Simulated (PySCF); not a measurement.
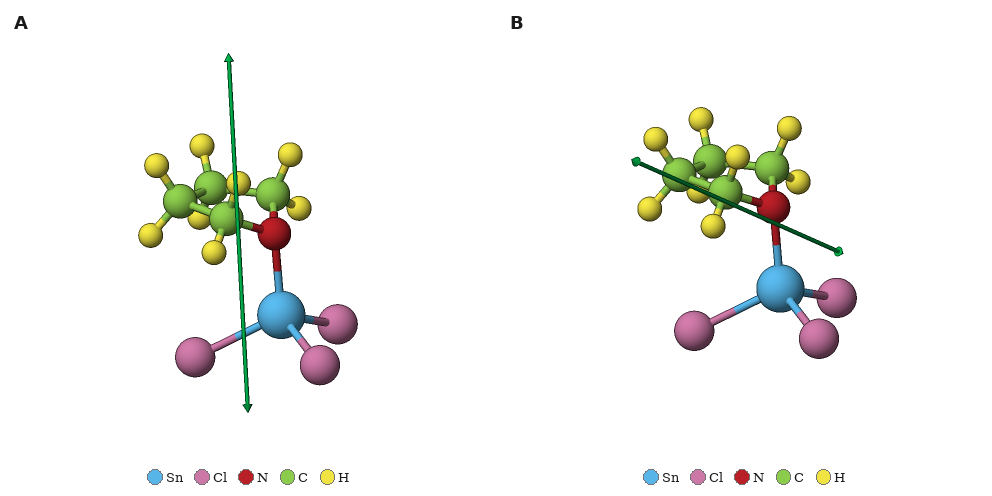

The double arrows show the directions of two transition dipoles from the ground state (lengths mean nothing). Computed geometry: PBE0-D3(BJ)/def2-SVP optimisation. No frequency run is at hand to confirm it as a minimum. Level of theory: TDDFT ωB97X-D/def2-SVPD, vertical, gas phase, core orbitals frozen in the response, core potentials on Sn (PySCF 2.14.0).

> One belongs to singlet state 4 and one to singlet state 5. Which is which?

A: state 5, 5.90 eV (210 nm), oscillator strength 0.070, of mixed character, with the largest part HOMO−5 → LUMO (weight 0.24).
B: state 4, 5.75 eV (216 nm), oscillator strength 0.022, of mixed character, with the largest part HOMO−4 → LUMO (weight 0.46).
